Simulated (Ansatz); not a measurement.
# ClFH6InNSi2: basis-set convergence

Aim: see how fast density functionals converge with the basis set for ClFH6InNSi2.

The runs use Ansatz 0.2.0, Gaussian basis; one geometry, several basis sets.

Levels to be run: PBE0-D4/def2-SVP; ωB97M-V/def2-SVP; PBE0-D4/def2-QZVPP; ωB97M-V/def2-QZVPP; the functionals' def2-TZVPP values are taken from earlier runs.

1 further run of the same task is left out (for a known fault of the program).

## (1) Structure used throughout

The geometry comes from an earlier relaxation with PBE0-D4 in a triple-zeta def2 set; it is a stationary point, not always the lowest conformer. In takes the def2 core potential; no spin-orbit term is included.

SMILES `[F][In]([Cl])[N]([SiH3])[SiH3]`, 12 atoms, charge 0, spin multiplicity 1.

Atoms are counted from 1 here; the program's logs count them from 0.

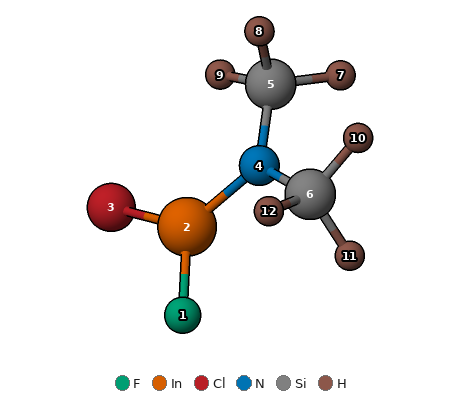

The geometry (fluorine teal, indium orange, chlorine red, nitrogen blue, silicon grey, hydrogen brown); atoms are numbered from 1 in the order of the file.

Coordinates:

```xyz
12
ClFH6InNSi2
F    -2.7676    0.1368    1.8227
In   -1.4004   -1.0077    1.0610
Cl   -1.5917   -3.2493    1.4762
N    -0.0118   -0.0061    0.0098
Si    1.2910   -0.8695   -0.7461
Si   -0.1228    1.7245   -0.1408
H     2.6096   -0.4173   -0.2275
H     1.2821   -0.6759   -2.2207
H     1.1162   -2.3154   -0.4422
H     1.0397    2.1585   -0.9633
H    -0.0622    2.3898    1.1860
H    -1.3822    2.1316   -0.8152
```

## (2) PBE0-D4 in def2-SVP

File in.yaml:

```yaml
crystal:
  periodic: [false, false, false]
  atoms:
    - {symbol: F, position_ang: [-2.767624, 0.136824, 1.822722]}
    - {symbol: In, position_ang: [-1.400449, -1.007713, 1.061024]}
    - {symbol: Cl, position_ang: [-1.591655, -3.249286, 1.476171]}
    - {symbol: N, position_ang: [-0.011840, -0.006114, 0.009769]}
    - {symbol: Si, position_ang: [1.291045, -0.869512, -0.746053]}
    - {symbol: Si, position_ang: [-0.122760, 1.724494, -0.140773]}
    - {symbol: H, position_ang: [2.609582, -0.417252, -0.227450]}
    - {symbol: H, position_ang: [1.282147, -0.675936, -2.220692]}
    - {symbol: H, position_ang: [1.116211, -2.315425, -0.442207]}
    - {symbol: H, position_ang: [1.039695, 2.158544, -0.963297]}
    - {symbol: H, position_ang: [-0.062172, 2.389751, 1.185992]}
    - {symbol: H, position_ang: [-1.382171, 2.131605, -0.815207]}
basis:
  gaussian: {orbitals: def2-SVP}
hamiltonian: {xc: pbe0, dispersion: d4}
output: {orbitals: {seedname: orbitals}}
```

The run is started by

```console
> ansatz run in.yaml --threads 2 --pin off --events-out ev --progress --plain --max-ram 22528MiB --backend cpu
```

After this run come: ωB97M-V in def2-SVP; PBE0-D4 in def2-QZVPP; ωB97M-V in def2-QZVPP.

Q: Predict the results of all the runs planned. Wanted: PBE0-D4: double and triple zeta above quadruple; ωB97M-V: double and triple zeta above quadruple.

The runs gave:

```
                                       quantity           value
PBE0-D4: double and triple zeta above quadruple  16.81, 1.23 eV
ωB97M-V: double and triple zeta above quadruple  16.86, 1.15 eV
```

For PBE0-D4 the step from double to triple zeta gains 15.58 eV and the next only 1.23 eV. These are total energies; as a rule much of such shifts cancels in differences, which this series doesn't test.
